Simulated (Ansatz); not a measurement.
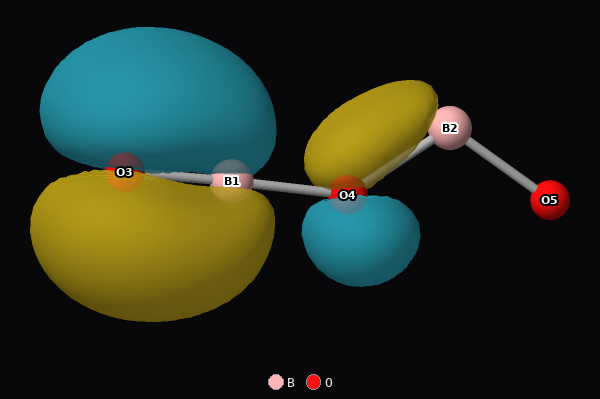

*B$_{2}$O$_{3}$ (SMILES O=BOB=O) (triplet). The HOMO−1 (β) at ±0.1 Å⁻³ᐟ² (yellow and cyan are the two phases), seen at a tilt.*

Geometry: PBE0-D3(BJ)/def2-SVP.

These are results of isolated molecule in a Gaussian basis; Kohn-Sham density functional theory, functional PBE0 (Ansatz 0.2.0), not measurements.

```yaml
atoms:
  - { symbol: B, position_ang: [-0.6745, 1.4100, -0.0827] }
  - { symbol: B, position_ang: [-2.7500, 0.7200, 1.1834] }
  - { symbol: O, position_ang: [0.4036, 1.8794, -0.3563] }
  - { symbol: O, position_ang: [-1.8546, 0.8851, 0.1792] }
  - { symbol: O, position_ang: [-3.8786, 0.0390, 0.8143] }
```

Question: What is the character of this orbital?

Answer: Its weight (Hirshfeld) is mainly on O3 (about 70 %), B1 (about 20 %) and O4 (about 5 %); it is symmetric in the molecular plane (an in-plane orbital: σ, lone-pair or in-plane π type). Its energy is −10.11 eV.
